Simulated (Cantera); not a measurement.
Feed: 1 mol SiF4, 12 mol N2, equilibrated at 5.60 Pa.

Equilibrium computed with Cantera from the NASA thermochemical tables; the gas is ideal and each condensed phase is pure. Candidate condensed phases: Si, Si3N4; 16 gas species. The tables' values for SiF3, SiF2 are old estimates; treat these amounts as uncertain. Kinetics and transport are ignored.

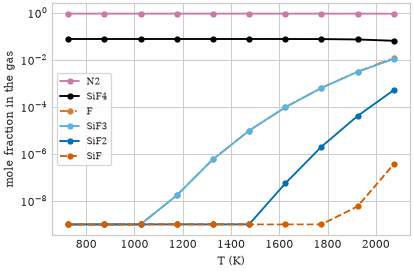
Fig. 1. Equilibrium gas composition (values under 1e-9 drawn at 1e-9)

From 725 K to 2075 K nothing is condensed. The main Si-bearing gas is SiF4 throughout.
